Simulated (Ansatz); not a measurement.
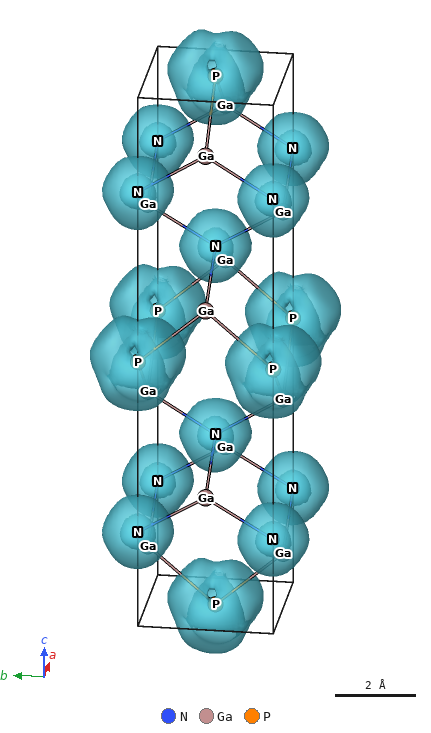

Ga₃PN₂. Isosurface of the ELF at 0.7 (cyan), seen at an oblique angle. Core shells and regions of very low density are left out. Sticks mark near contacts.

Space group I-4m2; started from the ordered alloy on zincblende lattice prototype, which need not be the ambient phase.

All numbers below come from Ansatz, DFT, PBE, plane waves, PAW.

In a PAW calculation such maps are meaningful between the atoms, not at the nuclei.

Question: What do the ELF domains correspond to?

Answer: The surface consists of two regions on P in which the atom's valence shell and bonds are merged and four regions wrapped around N (the valence shell of each), counted in one cell of 12 atoms. Any copies at cell faces, edges or corners count once.

Values along the shortest contacts:
Ga–N (2.02 Å): the ELF peaks at about 0.85 in the valence shell of N, 0.7 Å from its nucleus, and is about 0.45 at the midpoint. Ga–P (2.29 Å): the ELF peaks at about 0.90 in the valence shell of P, 0.9 Å from its nucleus, and is about 0.75 at the midpoint.
